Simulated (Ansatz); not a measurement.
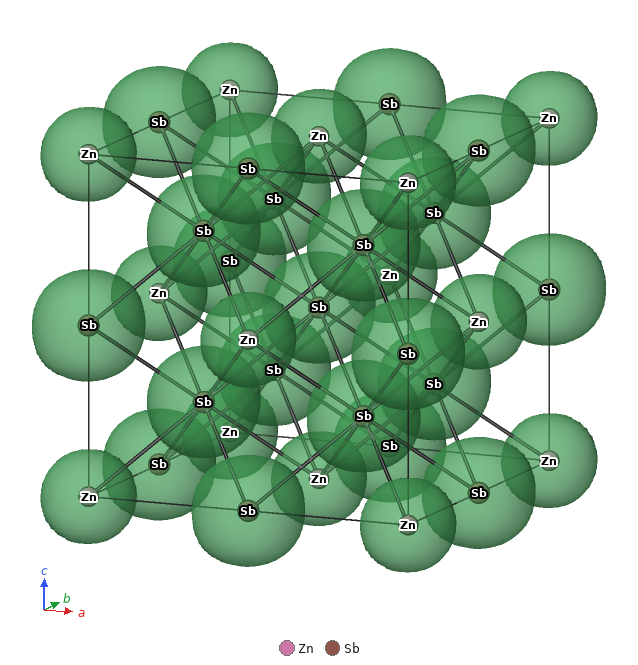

ZnSb₃. Isosurface of the valence pseudo-density at 0.3 e/Å³ (green), seen slightly off an axis. Sticks mark near contacts.

Space group Fm-3m; started from the TiAl3 (D0_22)_139 prototype, which need not be the ambient phase; computed without spin polarisation.

Computed with DFT PBE, scalar-relativistic, plane waves, PAW (Ansatz 0.2.0).

Input file:

```
crystal:
  lattice:
    - [-2.2224724914, 2.2224724914, 4.9644840067]
    - [2.2224724914, -2.2224724914, 4.9644840067]
    - [2.2224724914, 2.2224724914, -4.9644840067]
  atoms:
    - { symbol: Zn, position: [0.0, 0.0, 0.0] }
    - { symbol: Sb, position: [0.5, 0.5, 0.0] }
    - { symbol: Sb, position: [0.25, 0.75, 0.5] }
    - { symbol: Sb, position: [0.75, 0.25, 0.5] }
basis:
  ecutwfc: 420
kpoints:
  mp_grid: { grid: [14, 14, 14] }
hamiltonian:
  xc: pbe
scf:
  occupations: { method: gaussian, width: 0.1 }
output:
  forces: true
  stress: true
  eigenvalues: true
  write_density: true
  write_potential: true
  elf: true
  volumetric_format: npy
relax:
  adjacent_minimum: "off"
  f_tol: 0.01
  max_steps: 80
  cell: { stress_tol: 0.05 }
```

Run with:

```sh
ansatz run input.yaml --threads 1 --pin off --max-ram 2560MiB --backend cpu --events-out ev --progress --plain --runs-dir out
```

Below, planes, directions and counts refer to the conventional cell (a = 7.39 Å, b = 7.39 Å, c = 7.39 Å, α = 90.00°, β = 90.00°, γ = 90.00°).

The fields are those of the relaxed geometry.

**Which contacts does the surface bridge?**

At this value the density breaks into separate islands; it holds about 80 % of the electrons treated as valence (semicore included). It bridges none of the near contacts. It is pinched off along the shortest Zn–Sb (3.20 Å) and Sb–Sb (3.20 Å) contacts. On the grid the lowest density along these lines, outside the cores, is 0.14 e/Å³ (Zn–Sb, 3.20 Å) and 0.21 e/Å³ (Sb–Sb, 3.20 Å).
